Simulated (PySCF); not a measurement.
## Geometry relaxation of Si3H6ClO (part 1 of 2)

The run: geometry relaxation of Si3H6ClO, multiplicity 2. Method and program: PBE0-D3(BJ)/def2-SVP geometry optimisation, gas phase (PySCF 2.14.0).

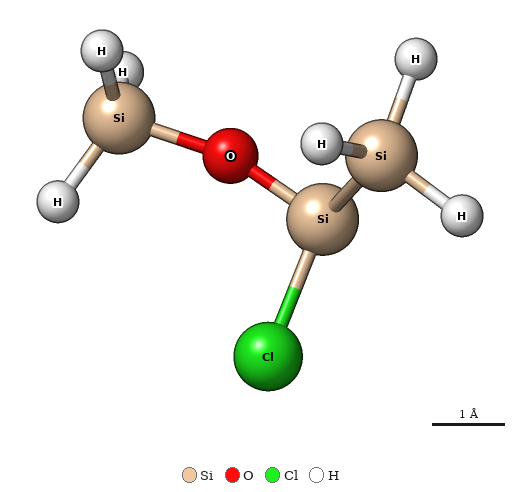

Figure 1. The structure as given in the input (ball-and-stick view, seen at a tilt).

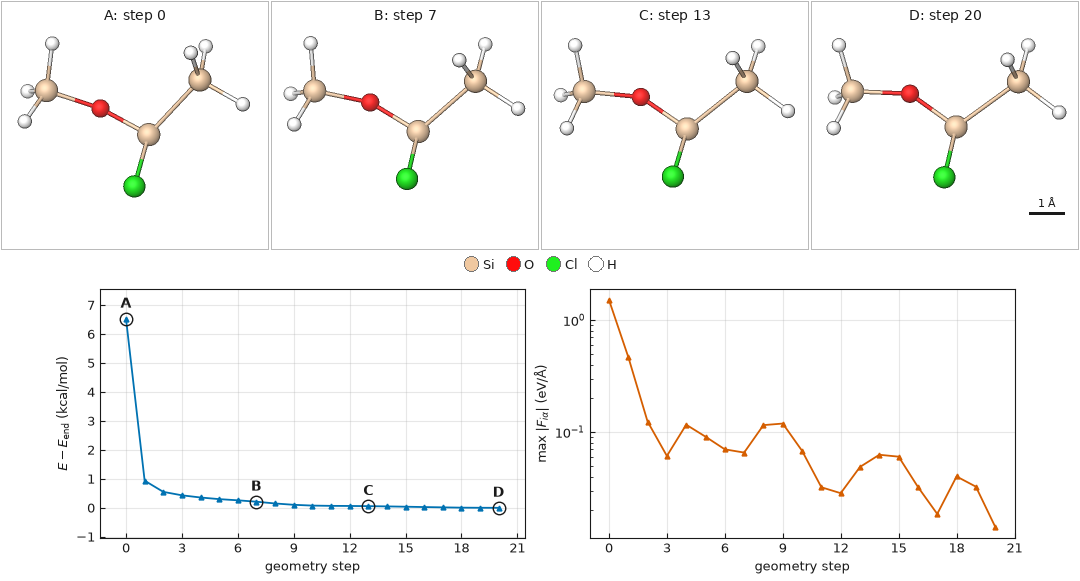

Figure 2. Frames of the relaxation (ball-and-stick view, seen at a tilt) above the curves, on which the letters mark them (steps are counted from 0).

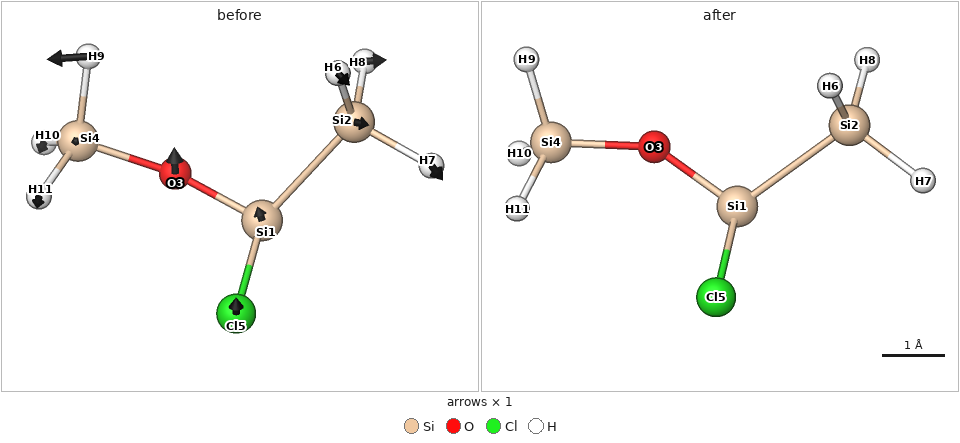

Figure 3. Before (left) and after (right) the relaxation, at one scale (ball-and-stick view, seen at a tilt). The black arrows give the displacements, at true length. Over 20 geometry steps the energy falls by 6.53 kcal/mol. Largest force component: 1.5 eV/Å at the start, 0.014 eV/Å at the end. H9 moves most after the best rigid fit: 0.68 Å. Largest moves by element: H 0.68 Å, O 0.45 Å, Cl 0.30 Å, Si 0.26 Å. Distances before and after: Si4–H10 1.437 → 1.492 Å, Si1–O3 1.607 → 1.654 Å, Si2–H7 1.451 → 1.493 Å, Si1–Si2 2.328 → 2.358 Å. Among the angles that change: Si1–O3–Si4 163.9° → 146.6°, Si1–Si2–H6 123.0° → 110.7°, Si2–Si1–Cl5 113.1° → 107.3°. (Atoms are counted from 1 in the order of the input.)

The input and output of the run follow.

**Input**
```
{"job": {"xc": "PBE0", "basis": "def2-SVP", "d3": "d3bj", "grid": 2, "kind": "geom", "shake": 0.01}, "charge": 0, "multiplicity": 2}
Si    -0.359116    -1.329177    -0.197534
Si    -2.044679    -0.197606     0.942224
O      0.937246    -0.383421    -0.118585
Si     2.185880     0.652662    -0.490460
Cl    -0.727451    -1.503590    -2.226568
H     -2.453060     1.184936     0.610413
H     -3.228905    -1.026446     0.818007
H     -1.614196    -0.161940     2.345881
H      1.763875     1.923488     0.150484
H      3.348832     0.057880     0.108908
H      2.224262     0.754715    -1.932471
```

The first line tells a small driver script what to run in PySCF; the rest is the geometry in Å.

Command:
```bash
OMP_NUM_THREADS=1 python <driver script> task.json out
```

**Log**
```
step   0  E = -1406.50301302  max force = 0.029511
step   1  E = -1406.51192032  max force = 0.009124
step   2  E = -1406.51253591  max force = 0.002417
step   3  E = -1406.51272587  max force = 0.001192
step   4  E = -1406.51284585  max force = 0.002265
step   5  E = -1406.51293593  max force = 0.001771
step   6  E = -1406.51300070  max force = 0.001366
step   7  E = -1406.51307770  max force = 0.001278
step   8  E = -1406.51317438  max force = 0.002247
step   9  E = -1406.51324755  max force = 0.002319
step  10  E = -1406.51329099  max force = 0.001324
step  11  E = -1406.51330600  max force = 0.000626
step  12  E = -1406.51331127  max force = 0.000553
step  13  E = -1406.51332175  max force = 0.000950
step  14  E = -1406.51333519  max force = 0.001222
step  15  E = -1406.51335259  max force = 0.001175
step  16  E = -1406.51337147  max force = 0.000630
step  17  E = -1406.51338829  max force = 0.000362
step  18  E = -1406.51340459  max force = 0.000781
step  19  E = -1406.51341090  max force = 0.000634
step  20  E = -1406.51341445  max force = 0.000279
optimisation converged
```

**Trajectory as extended XYZ (Å, eV, eV/Å), 21 frames, from step=0 to step=20**
```
11
Properties=species:S:1:pos:R:3:forces:R:3 step=0 energy=-38272.89642
Si   -0.3591   -1.3292   -0.1975   -0.5276  -0.3131  -0.1536
Si   -2.0447   -0.1976    0.9422   -0.0017   0.1282   0.0397
O     0.9373   -0.3834   -0.1186    1.0424   0.4059   0.3415
Si    2.1859    0.6527   -0.4905   -1.5175  -0.0956   0.5857
Cl   -0.7275   -1.5036   -2.2266   -0.2928  -0.1873  -0.3955
H    -2.4531    1.1849    0.6104    0.1435   0.3272  -0.3464
H    -3.2289   -1.0265    0.8180   -0.7512  -0.5244   0.0160
H    -1.6142   -0.1619    2.3459    0.1780  -0.0782   0.5201
H     1.7639    1.9235    0.1505    0.3336   0.2970  -0.0356
H     3.3488    0.0579    0.1089    1.0787  -0.1640   0.2972
H     2.2243    0.7547   -1.9325    0.3146   0.2043  -0.8691
11
Properties=species:S:1:pos:R:3:forces:R:3 step=1 energy=-38273.13881
Si   -0.3762   -1.3095   -0.1923    0.0530   0.0142  -0.2536
Si   -2.1237   -0.2445    0.9641   -0.0463   0.0354   0.1035
O     0.9647   -0.3678   -0.0965    0.1507   0.0623   0.1142
Si    2.2171    0.6594   -0.4820   -0.4692  -0.0283   0.1800
Cl   -0.8365   -1.4991   -2.2251   -0.0702  -0.0131   0.0746
H    -2.4612    1.1406    0.5198    0.0805   0.0419  -0.1095
H    -3.3367   -1.0919    0.8581   -0.1474  -0.1267  -0.0247
H    -1.6961   -0.1921    2.3907    0.0296   0.0057   0.0954
H     1.9171    1.9804    0.1433    0.0811   0.0328  -0.0320
H     3.4602    0.0984    0.0832    0.2540  -0.0556   0.0445
H     2.3040    0.7978   -1.9530    0.0841   0.0314  -0.1925
11
Properties=species:S:1:pos:R:3:forces:R:3 step=2 energy=-38273.15556
Si   -0.3777   -1.2989   -0.1933    0.0220  -0.0405  -0.1243
Si   -2.1393   -0.2563    0.9736   -0.0659  -0.0179   0.0809
O     0.9657   -0.3576   -0.0886    0.0946   0.0999   0.0685
Si    2.2210    0.6622   -0.4786   -0.1055  -0.0482   0.0201
Cl   -0.8696   -1.4898   -2.2163   -0.0370   0.0205   0.0475
H    -2.4606    1.1241    0.4938    0.0459  -0.0111  -0.0458
H    -3.3541   -1.1184    0.8603    0.0126  -0.0007  -0.0057
H    -1.7146   -0.1885    2.4063   -0.0168   0.0077  -0.0105
H     1.9614    1.9947    0.1402    0.0095  -0.0015  -0.0081
H     3.4831    0.0947    0.0720    0.0205  -0.0028  -0.0151
H     2.3175    0.8054   -1.9592    0.0201  -0.0055  -0.0076
11
Properties=species:S:1:pos:R:3:forces:R:3 step=3 energy=-38273.16073
Si   -0.3731   -1.2939   -0.1887    0.0249  -0.0555  -0.0226
Si   -2.1456   -0.2677    0.9821   -0.0186  -0.0269   0.0220
O     0.9691   -0.3483   -0.0759   -0.0093   0.0534   0.0596
Si    2.2232    0.6636   -0.4779    0.0613  -0.0197  -0.0523
Cl   -0.8936   -1.4643   -2.2039   -0.0210   0.0316   0.0014
H    -2.4474    1.1051    0.4684    0.0131  -0.0108  -0.0096
H    -3.3568   -1.1349    0.8556    0.0282   0.0220   0.0010
H    -1.7378   -0.1843    2.4186   -0.0217   0.0100  -0.0171
H     1.9863    2.0010    0.1383   -0.0152  -0.0037   0.0036
H     3.4943    0.0912    0.0552   -0.0360   0.0078  -0.0148
H     2.3141    0.8041   -1.9616   -0.0059  -0.0082   0.0288
11
Properties=species:S:1:pos:R:3:forces:R:3 step=4 energy=-38273.16399
Si   -0.3644   -1.2930   -0.1790    0.0340  -0.0418   0.0355
Si   -2.1478   -0.2808    0.9906    0.0173  -0.0207  -0.0214
O     0.9734   -0.3392   -0.0567   -0.0725   0.0071   0.0616
Si    2.2257    0.6637   -0.4804    0.1165   0.0071  -0.0797
Cl   -0.9103   -1.4223   -2.1892   -0.0119   0.0266  -0.0353
H    -2.4292    1.0844    0.4464   -0.0095  -0.0032   0.0131
H    -3.3553   -1.1485    0.8453    0.0148   0.0187   0.0041
H    -1.7680   -0.1819    2.4326   -0.0137   0.0085  -0.0079
H     2.0052    2.0053    0.1324   -0.0180  -0.0044   0.0054
H     3.5033    0.0881    0.0340   -0.0415   0.0067  -0.0041
H     2.3001    0.7959   -1.9659   -0.0156  -0.0045   0.0288
11
Properties=species:S:1:pos:R:3:forces:R:3 step=5 energy=-38273.16644
Si   -0.3524   -1.2921   -0.1654    0.0303  -0.0125   0.0409
Si   -2.1488   -0.2954    0.9990    0.0295  -0.0065  -0.0380
O     0.9780   -0.3279   -0.0303   -0.0821  -0.0174   0.0675
Si    2.2294    0.6625   -0.4867    0.0911   0.0151  -0.0716
Cl   -0.9169   -1.3662   -2.1739   -0.0031   0.0095  -0.0472
H    -2.4141    1.0643    0.4341   -0.0197   0.0041   0.0219
H    -3.3527   -1.1622    0.8310   -0.0016   0.0055   0.0037
H    -1.8033   -0.1844    2.4476    0.0002   0.0024   0.0031
H     2.0242    2.0099    0.1182   -0.0098  -0.0021   0.0021
H     3.5112    0.0841    0.0102   -0.0211   0.0015   0.0049
H     2.2780    0.7790   -1.9737   -0.0137   0.0003   0.0127
11
Properties=species:S:1:pos:R:3:forces:R:3 step=6 energy=-38273.16820
Si   -0.3417   -1.2869   -0.1530    0.0088   0.0082   0.0031
Si   -2.1513   -0.3070    1.0053    0.0209   0.0097  -0.0275
O     0.9814   -0.3148   -0.0036   -0.0483  -0.0107   0.0702
Si    2.2337    0.6608   -0.4952    0.0292   0.0061  -0.0408
Cl   -0.9094   -1.3161   -2.1642    0.0050  -0.0083  -0.0301
H    -2.4128    1.0527    0.4390   -0.0169   0.0061   0.0177
H    -3.3511   -1.1743    0.8179   -0.0089  -0.0066   0.0006
H    -1.8317   -0.1947    2.4594    0.0112  -0.0053   0.0082
H     2.0426    2.0161    0.0965    0.0004   0.0008  -0.0030
H     3.5167    0.0799   -0.0088    0.0041  -0.0028   0.0061
H     2.2563    0.7560   -1.9832   -0.0054   0.0027  -0.0045
11
Properties=species:S:1:pos:R:3:forces:R:3 step=7 energy=-38273.17030
Si   -0.3301   -1.2721   -0.1384   -0.0277   0.0152  -0.0576
Si   -2.1579   -0.3190    1.0130    0.0032   0.0265  -0.0021
O     0.9846   -0.2926    0.0332    0.0082   0.0167   0.0657
Si    2.2395    0.6581   -0.5082   -0.0429  -0.0093   0.0048
Cl   -0.8872   -1.2582   -2.1564    0.0139  -0.0243   0.0068
H    -2.4263    1.0456    0.4619   -0.0072   0.0050   0.0061
H    -3.3499   -1.1909    0.8014   -0.0095  -0.0163  -0.0036
H    -1.8616   -0.2179    2.4728    0.0190  -0.0136   0.0081
H     2.0701    2.0268    0.0583    0.0096   0.0036  -0.0089
H     3.5226    0.0734   -0.0302    0.0277  -0.0062   0.0008
H     2.2289    0.7184   -1.9972    0.0057   0.0027  -0.0201
11
Properties=species:S:1:pos:R:3:forces:R:3 step=8 energy=-38273.17293
Si   -0.3171   -1.2416   -0.1205   -0.0706   0.0021  -0.1155
Si   -2.1701   -0.3317    1.0238   -0.0167   0.0361   0.0266
O     0.9872   -0.2549    0.0868    0.0674   0.0571   0.0470
Si    2.2457    0.6533   -0.5268   -0.0902  -0.0191   0.0533
Cl   -0.8464   -1.1862   -2.1492    0.0205  -0.0343   0.0502
H    -2.4570    1.0424    0.5064    0.0056   0.0011  -0.0077
H    -3.3475   -1.2147    0.7785   -0.0049  -0.0196  -0.0069
H    -1.8945   -0.2597    2.4897    0.0209  -0.0191   0.0029
H     2.1128    2.0432   -0.0047    0.0133   0.0045  -0.0140
H     3.5291    0.0629   -0.0585    0.0397  -0.0087  -0.0090
H     2.1906    0.6586   -2.0154    0.0150  -0.0001  -0.0268
```
